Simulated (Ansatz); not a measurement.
**F3H2O2W···HCl (doublet): density, localisation and related maps**

The calculation's input:

```
crystal:
  periodic: [false, false, false]
  atoms:
    - { symbol: W, position_ang: [0.03515, -0.162761, -0.583134] }
    - { symbol: H, position_ang: [0.270995, 0.747796, 2.184209] }
    - { symbol: F, position_ang: [1.915414, -0.137594, -0.248521] }
    - { symbol: O, position_ang: [-0.302362, 1.35226, 0.549963] }
    - { symbol: H, position_ang: [-1.253962, 1.618104, 0.549293] }
    - { symbol: F, position_ang: [-1.78644, 0.126737, -1.120088] }
    - { symbol: O, position_ang: [-0.256027, -1.664357, 0.46104] }
    - { symbol: H, position_ang: [0.091906, -1.616552, 1.400514] }
    - { symbol: F, position_ang: [0.452226, -0.099444, -2.407201] }
    - { symbol: Cl, position_ang: [0.580399, -0.164188, 3.136225] }
magnetization:
  spin_polarized: true
  initial_magnetization: 1
basis:
  gaussian: { orbitals: def2-SVP }
hamiltonian:
  xc: pbe
relax:
  f_tol: 0.03
  max_steps: 50
output:
  orbitals: {}
```

Run with:

```sh
ansatz run input.yaml --threads 4 --pin off --max-ram 5120MiB --backend cpu --events-out ev --progress --plain --runs-dir out
```

The fields are those of the run's last geometry, not of the input's.

Core potentials replace the inner electrons of W.

Computed with Ansatz, UKS PBE/def2-SVP.

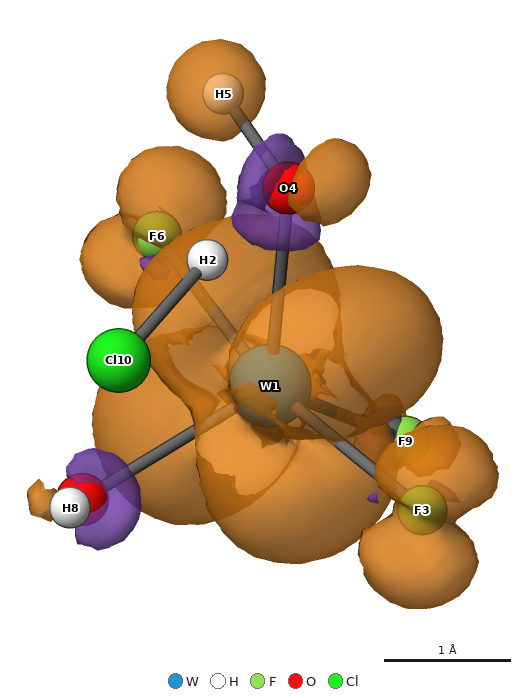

Figure 1. Isosurfaces of the spin density (α minus β) at +0.02 (orange) and −0.02 e/Å³ (purple), seen at an oblique angle.

> Where is the unpaired spin?

The unpaired spin (1 electron) lies mostly on W1 (about 0.8) and F3 (about 0.1), in electrons by Hirshfeld's partition.

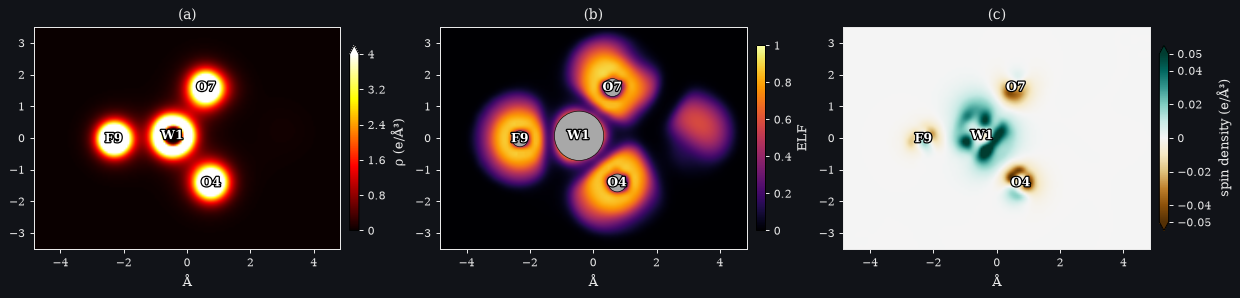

Figure 2. (a) electron density; (b) ELF; (c) spin density (α minus β) on the plane of atoms O4, W1 and O7. Grey discs cover the atomic cores in the ELF map.

> What do the fields say about this system?

- The section cuts through W, O and F sites.
- W–O (1.85 Å): ρ at the midpoint is about 1.2 e/Å³; the ELF peaks at about 0.85 in the valence shell of O, 0.5 Å from its nucleus, and drops to about 0.30 between the two atoms.
- W–F (1.87 Å): ρ at the midpoint is about 1 e/Å³; the ELF peaks at about 0.85 in the valence shell of F, 0.5 Å from its nucleus, and drops to about 0.20 between the two atoms.
- W–O (1.92 Å): ρ is about 1 e/Å³ halfway; the ELF peaks at about 0.85 in the valence shell of O, 0.6 Å from its nucleus, and drops to about 0.25 between the two atoms.

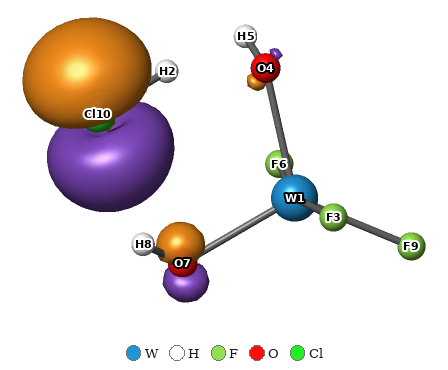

Figure 3. The HOMO−1 (β) at ±0.2 Å⁻³ᐟ² (orange and purple are the two phases), seen at an oblique angle.

> What is the character of this orbital?

Its weight (Hirshfeld) is mainly on Cl10 (about 85 %); largely a lone pair of Cl10. Its energy is −8.36 eV.
